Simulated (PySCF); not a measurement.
# CH8FGaN2: geometry relaxation (part 2 of 2)

The same run, continued: CH8FGaN2; PBE0-D3(BJ)/def2-SVP geometry optimisation, gas phase (PySCF 2.14.0). 

Geometry of the input (Å):
```
C  -1.8443  0.2334  -0.9209
N  -0.8830  -0.6457  -0.3361
Ga 0.2071  -0.2625  1.0889
N  2.0285  0.3880  -0.0071
F  1.1197  -1.6885  1.6125
H  -1.5569  1.2943  -0.7548
H  -1.9162  0.0924  -2.0065
H  -2.8535  0.1405  -0.5108
H  -1.2107  -1.5941  -0.3741
H  0.0554  0.8002  2.1911
H  1.9897  1.2411  -0.5387
H  2.8139  0.3769  0.6159
H  2.0560  -0.3929  -0.6534
```

Trajectory as extended XYZ, continued:
```
13
Properties=species:S:1:pos:R:3:forces:R:3 step=12 energy=-59218.52616
C    -2.1255    0.2150   -0.6419   -0.0398   0.1389   0.0124
N    -0.8306   -0.4037   -0.5123    0.0973  -0.1608   0.0763
Ga    0.3518   -0.0535    0.8677   -0.2442   0.1802   0.1067
N     2.1949    0.2147   -0.1216    0.0020   0.0664  -0.1318
F     1.0718   -1.5310    1.5800    0.0770  -0.1767  -0.0018
H    -2.1088    1.2338   -0.2175    0.0142  -0.0294  -0.0133
H    -2.4337    0.3308   -1.6988   -0.0082  -0.0126  -0.0205
H    -2.9484   -0.3195   -0.1255    0.0005  -0.0100   0.0018
H    -0.8650   -1.3869   -0.7673    0.0190   0.0053  -0.0772
H     0.1692    1.1429    1.8603    0.0259   0.0897  -0.0437
H     2.6604    1.1205   -0.1258   -0.0235   0.0359   0.1027
H     2.7582   -0.4590    0.3961    0.1359  -0.0791  -0.0050
H     2.1178   -0.0989   -1.0889   -0.0561  -0.0477  -0.0066
13
Properties=species:S:1:pos:R:3:forces:R:3 step=13 energy=-59218.53266
C    -2.0944    0.2401   -0.6838   -0.0149   0.0747  -0.0010
N    -0.8303   -0.4251   -0.4911    0.0337  -0.0859   0.0557
Ga    0.3315   -0.0712    0.9038   -0.1340   0.0502   0.0480
N     2.1787    0.1916   -0.0958    0.0267   0.0247  -0.0140
F     1.0241   -1.5605    1.6201    0.0454  -0.0739  -0.0016
H    -2.0526    1.2670   -0.2824    0.0114  -0.0184  -0.0074
H    -2.3598    0.3411   -1.7541   -0.0048  -0.0072  -0.0116
H    -2.9558   -0.2504   -0.1865   -0.0024  -0.0045   0.0012
H    -0.8816   -1.4081   -0.7432    0.0108   0.0076  -0.0467
H     0.1641    1.1501    1.8696    0.0215   0.0582  -0.0382
H     2.5632    1.1297   -0.1941   -0.0112   0.0253   0.0456
H     2.8118   -0.3766    0.4677    0.0640  -0.0412  -0.0360
H     2.1135   -0.2228   -1.0258   -0.0463  -0.0095   0.0060
13
Properties=species:S:1:pos:R:3:forces:R:3 step=14 energy=-59218.54112
C    -2.0897    0.2323   -0.6712    0.0121   0.0166  -0.0194
N    -0.8299   -0.4417   -0.4725   -0.0140  -0.0295   0.0517
Ga    0.3339   -0.0809    0.9183   -0.0245  -0.0195   0.0402
N     2.1639    0.2170   -0.1135    0.0520  -0.0488   0.0282
F     1.0578   -1.5792    1.5935    0.0013   0.0061  -0.0083
H    -2.0391    1.2617   -0.2786    0.0083  -0.0051  -0.0034
H    -2.3540    0.3256   -1.7427   -0.0016  -0.0041  -0.0022
H    -2.9548   -0.2480   -0.1702   -0.0026   0.0002   0.0010
H    -0.8821   -1.4244   -0.7254    0.0038   0.0139  -0.0326
H     0.1797    1.1342    1.8948    0.0018   0.0275  -0.0352
H     2.5732    1.1491   -0.1502   -0.0103   0.0096   0.0189
H     2.7946   -0.4103    0.3895    0.0155   0.0049  -0.0506
H     2.0587   -0.1303   -1.0674   -0.0417   0.0281   0.0118
13
Properties=species:S:1:pos:R:3:forces:R:3 step=15 energy=-59218.55003
C    -2.0885    0.2067   -0.6250    0.0512  -0.0565  -0.0408
N    -0.8241   -0.4642   -0.4367   -0.0683   0.0499   0.0376
Ga    0.3500   -0.1010    0.9439    0.1618  -0.0879   0.0085
N     2.1357    0.2754   -0.1577    0.0107  -0.1448   0.0118
F     1.1395   -1.6114    1.5245   -0.0714   0.0936  -0.0024
H    -2.0355    1.2345   -0.2307   -0.0058   0.0169   0.0020
H    -2.3595    0.2998   -1.6948   -0.0015   0.0037   0.0059
H    -2.9483   -0.2786   -0.1196   -0.0036   0.0076   0.0017
H    -0.8622   -1.4403   -0.7157   -0.0028   0.0114  -0.0042
H     0.2198    1.0955    1.9456   -0.0392  -0.0154  -0.0096
H     2.6501    1.1441   -0.0233   -0.0106  -0.0008  -0.0062
H     2.7157   -0.5128    0.1419   -0.0115   0.0724  -0.0154
H     1.9193    0.1572   -1.1480   -0.0089   0.0498   0.0111
13
Properties=species:S:1:pos:R:3:forces:R:3 step=16 energy=-59218.55214
C    -2.0753    0.2191   -0.6432    0.0359  -0.0408  -0.0243
N    -0.8244   -0.4671   -0.4292   -0.0561   0.0379   0.0131
Ga    0.3437   -0.1100    0.9577    0.1274  -0.0503  -0.0248
N     2.1312    0.2574   -0.1451    0.0158  -0.0875   0.0381
F     1.1118   -1.6192    1.5578   -0.0429   0.0577   0.0119
H    -2.0153    1.2482   -0.2531   -0.0068   0.0134   0.0010
H    -2.3269    0.3105   -1.7179   -0.0008   0.0042   0.0029
H    -2.9505   -0.2514   -0.1504   -0.0031   0.0066   0.0003
H    -0.8666   -1.4408   -0.7151   -0.0029   0.0019   0.0042
H     0.2125    1.1011    1.9411   -0.0340  -0.0133   0.0024
H     2.6109    1.1501   -0.0428   -0.0083   0.0014  -0.0101
H     2.7462   -0.4939    0.1744   -0.0086   0.0285  -0.0107
H     1.9148    0.1011   -1.1298   -0.0156   0.0404  -0.0038
13
Properties=species:S:1:pos:R:3:forces:R:3 step=17 energy=-59218.55431
C    -2.0623    0.2291   -0.6554    0.0057  -0.0054  -0.0003
N    -0.8234   -0.4692   -0.4208   -0.0107   0.0101  -0.0127
Ga    0.3443   -0.1226    0.9702    0.0422   0.0200  -0.0321
N     2.1270    0.2447   -0.1368   -0.0079  -0.0191   0.0177
F     1.0915   -1.6292    1.5882   -0.0019  -0.0043   0.0170
H    -1.9985    1.2594   -0.2679   -0.0001   0.0006  -0.0003
H    -2.2984    0.3200   -1.7337    0.0020   0.0022  -0.0015
H    -2.9502   -0.2295   -0.1736   -0.0002   0.0022  -0.0018
H    -0.8677   -1.4396   -0.7171   -0.0042  -0.0036   0.0101
H     0.2020    1.0949    1.9441   -0.0182  -0.0048   0.0082
H     2.5963    1.1429   -0.0328   -0.0043   0.0016   0.0036
H     2.7597   -0.4997    0.1596    0.0064  -0.0097  -0.0045
H     1.8918    0.1038   -1.1195   -0.0085   0.0104  -0.0036
13
Properties=species:S:1:pos:R:3:forces:R:3 step=18 energy=-59218.55511
C    -2.0543    0.2334   -0.6595   -0.0105   0.0100   0.0091
N    -0.8214   -0.4714   -0.4167    0.0153  -0.0059  -0.0248
Ga    0.3473   -0.1301    0.9756   -0.0037   0.0302  -0.0095
N     2.1224    0.2428   -0.1352   -0.0110   0.0088   0.0035
F     1.0883   -1.6373    1.5963    0.0078  -0.0177   0.0104
H    -1.9865    1.2647   -0.2748    0.0017  -0.0019  -0.0004
H    -2.2849    0.3228   -1.7391    0.0026   0.0010  -0.0019
H    -2.9476   -0.2177   -0.1805    0.0013   0.0002  -0.0034
H    -0.8689   -1.4412   -0.7143   -0.0045  -0.0043   0.0096
H     0.1944    1.0835    1.9531   -0.0044   0.0001   0.0041
H     2.6012    1.1331   -0.0092    0.0008  -0.0007   0.0085
H     2.7530   -0.5159    0.1268    0.0061  -0.0136  -0.0037
H     1.8690    0.1383   -1.1181   -0.0013  -0.0062  -0.0015
13
Properties=species:S:1:pos:R:3:forces:R:3 step=19 energy=-59218.55535
C    -2.0522    0.2363   -0.6615   -0.0111   0.0094   0.0092
N    -0.8194   -0.4690   -0.4196    0.0203  -0.0065  -0.0241
Ga    0.3477   -0.1300    0.9751   -0.0173   0.0140   0.0072
N     2.1224    0.2396   -0.1329   -0.0064   0.0103  -0.0034
F     1.0839   -1.6390    1.5985    0.0057  -0.0105   0.0038
H    -1.9846    1.2669   -0.2749    0.0020  -0.0016  -0.0006
H    -2.2826    0.3274   -1.7409    0.0022   0.0010  -0.0021
H    -2.9457   -0.2157   -0.1833    0.0011   0.0003  -0.0033
H    -0.8679   -1.4390   -0.7163   -0.0050  -0.0027   0.0074
H     0.1896    1.0811    1.9550    0.0020   0.0028   0.0001
H     2.6106    1.1228    0.0069    0.0030  -0.0030   0.0057
H     2.7458   -0.5300    0.1148    0.0024  -0.0073  -0.0009
H     1.8646    0.1538   -1.1166    0.0012  -0.0061   0.0008
13
Properties=species:S:1:pos:R:3:forces:R:3 step=20 energy=-59218.55554
C    -2.0483    0.2426   -0.6678   -0.0071   0.0047   0.0062
N    -0.8168   -0.4655   -0.4257    0.0174  -0.0036  -0.0176
Ga    0.3449   -0.1297    0.9750   -0.0212  -0.0082   0.0204
N     2.1226    0.2324   -0.1263    0.0020   0.0071  -0.0072
F     1.0732   -1.6412    1.6039    0.0000   0.0013  -0.0032
H    -1.9791    1.2722   -0.2790    0.0011   0.0001  -0.0009
H    -2.2768    0.3365   -1.7475    0.0013   0.0010  -0.0015
H    -2.9431   -0.2087   -0.1919    0.0004   0.0009  -0.0025
H    -0.8693   -1.4365   -0.7186   -0.0042  -0.0011   0.0040
H     0.1829    1.0805    1.9556    0.0059   0.0042  -0.0036
H     2.6193    1.1089    0.0249    0.0053  -0.0037   0.0006
H     2.7382   -0.5464    0.1127   -0.0028  -0.0002   0.0031
H     1.8644    0.1601   -1.1110    0.0017  -0.0025   0.0024
```

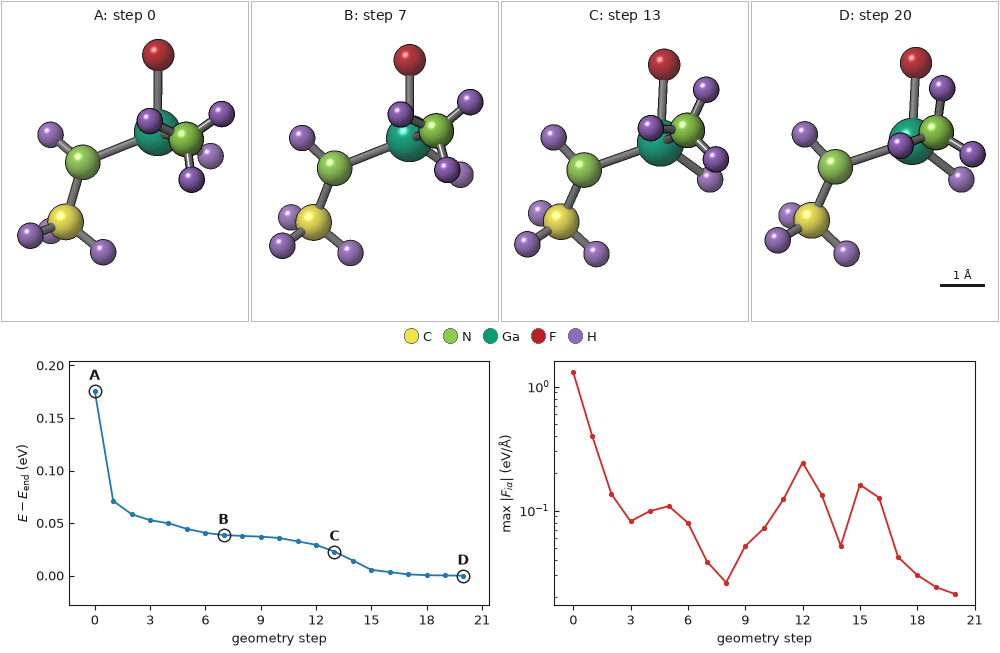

**Figure 1.** Frames of the relaxation (ball-and-stick view, seen at a tilt) above the curves, on which the letters mark them (steps are counted from 0).

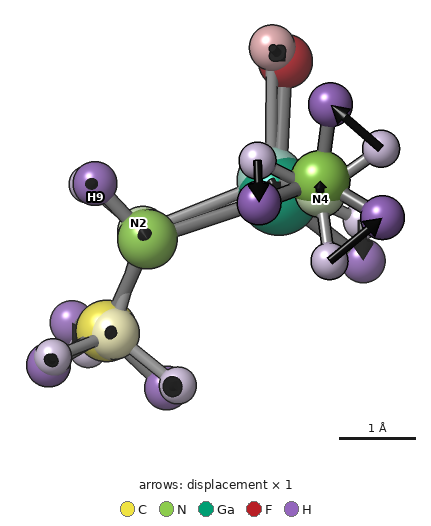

**Figure 2.** Start (faint) and end (solid) with the displacements as black arrows, at true length (ball-and-stick view, seen at a tilt). The two geometries are laid on each other by the best rigid fit. After 20 geometry steps the energy has fallen by 0.176 eV. The largest force component goes from 1.3 to 0.021 eV/Å. The largest move after the best rigid fit is that of H11, 0.91 Å. Largest moves by element: H 0.91 Å, F 0.36 Å, Ga 0.25 Å, N 0.20 Å, C 0.18 Å. Among the contacts that change: Ga3–N4 2.223 → 2.122 Å, Ga3–H10 1.539 → 1.566 Å, Ga3–F5 1.772 → 1.792 Å, C1–H8 1.093 → 1.109 Å. Among the angles that change: Ga3–N4–H13 96.4° → 106.1°, N2–Ga3–H10 130.0° → 123.3°, F5–Ga3–H10 113.3° → 118.3°. (Atoms are counted from 1 in the order of the input.)

Summary:

```tsv
quantity	value
outcome	converged
total energy	−2176.241794 hartree
dipole moment	4.74 D
point group	C1
wall time	2.6 min
peak memory	0.54 GiB
```
